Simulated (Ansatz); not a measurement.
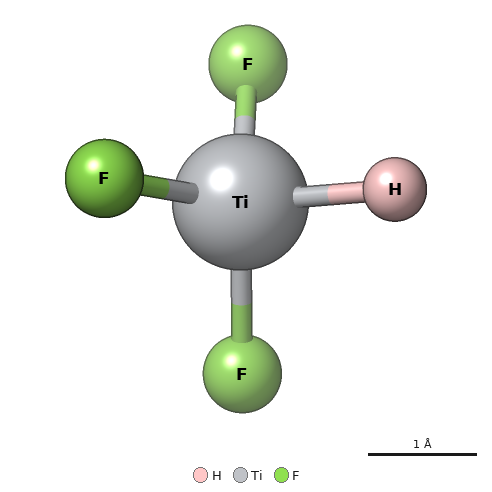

Distant atoms are faded towards the background colour. Charge 0, singlet. The computed structure is the end point of a PBE0-D4/def2-TZVP optimisation. Masses are those of the most abundant isotopes; constants are for the rigid equilibrium geometry.

Classify the rotor and give the rotational constants (cm⁻¹).

Answer. An oblate symmetric top (C3v): A = B = 0.189, C = 0.105 cm⁻¹.
